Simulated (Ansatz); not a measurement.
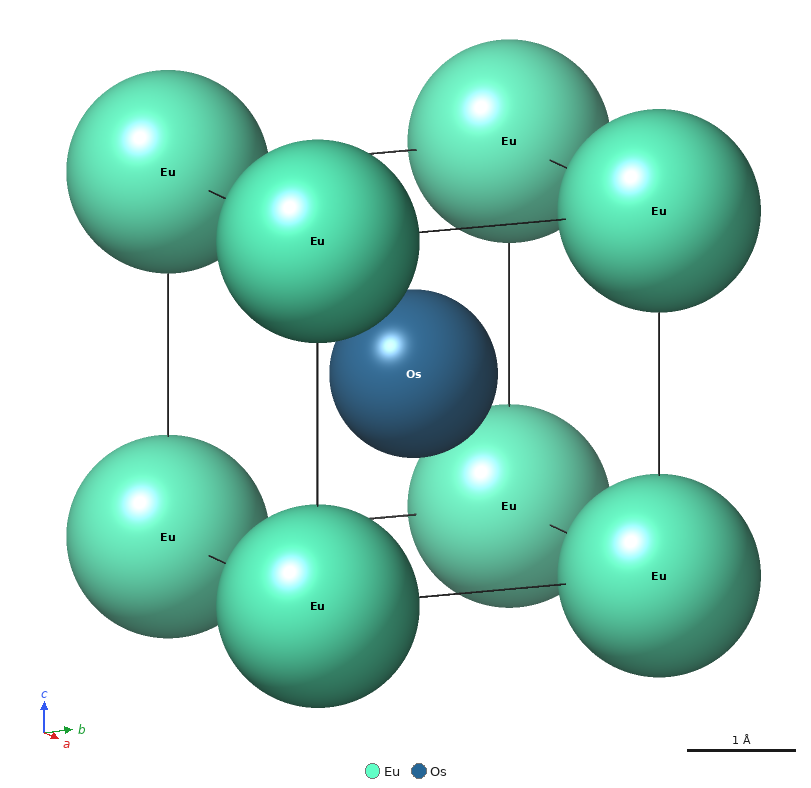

A spheres-only rendering, viewed slightly off an axis. The edges of the conventional unit cell are marked.

EuOs, caesium chloride (CsCl, B2) type, space group Pm-3m (No. 221), a = 3.456 Å, b = 3.456 Å, c = 3.456 Å, α = 90.00°, β = 90.00°, γ = 90.00°. The structure comes from a structure type filled with these elements by a generator (whether the compound takes this form wasn't checked). Earlier steps of the study, as a rule a relaxation of our own, may have changed the cell and positions, so they can lie some per cent off the listed ones. It was run through Ansatz as a DFT input.

This one geometry was computed with Ansatz (DFT, plane waves, PAW) at five levels of theory: LDA, PBE, PBE with spin-orbit coupling, PBEsol and r2SCAN.

Which level gives the highest pressure at this volume, and what does that say about its equilibrium volume?

Highest: PBE (0.0 GPa) and PBE with spin-orbit coupling (0.5 GPa), which points to the largest equilibrium volume. Lowest, with the smallest volume: LDA (-9.5 GPa). Levels within 0.5 GPa of each other can't be told apart.

How does the band gap change with the level of theory?

All levels give a metal.

Collect the results in a table.

| level | cutoff (eV) | k-mesh of the run's cell | gap (eV) | pressure (GPa) | absolute moment (μB/atom) |
| --- | --- | --- | --- | --- | --- |
| LDA | 420 | 10×10×10 | metal | -9.5 | 3.53 |
| PBE | 420 | 10×10×10 | metal | 0.0 | 3.62 |
| PBE with spin-orbit coupling | 420 | 10×10×10 | metal | 0.5 | 3.54 |
| PBEsol | 420 | 10×10×10 | metal | -5.9 | 3.59 |
| r2SCAN | 500 | 10×10×10 | metal | -0.7 | 3.77 |

Gaps are taken on the k-mesh or band path of each run.
